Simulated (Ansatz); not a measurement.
A computed series for ZrC: response to strain

Consider ZrC in the rock salt structure (space group Fm-3m, No. 225; a = 4.669 Å; relaxed with 0.1 eV smearing).

Strains are applied to the cell and any free atomic positions relax.

All numbers come from DFT with PBEsol, PAW potentials and a 420 eV plane-wave cutoff in Ansatz (a program for electronic structure), no spin-orbit coupling.

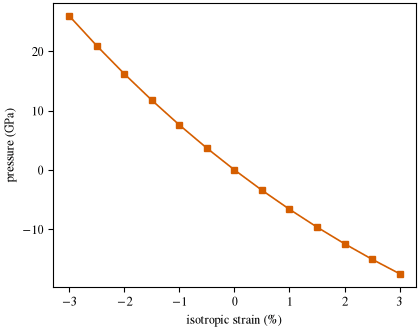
*Pressure against isotropic strain*

```csv
isotropic strain (%),pressure
-3,25.9 GPa
-2.5,20.9 GPa
-2,16.2 GPa
-1.5,11.7 GPa
-1,7.6 GPa
-0.5,3.7 GPa
0.5,-3.4 GPa
1,-6.6 GPa
1.5,-9.6 GPa
2,-12.4 GPa
2.5,-15.1 GPa
3,-17.5 GPa
```

Whether these cells are dynamically stable was not tested. The final runs are not spin-polarised.
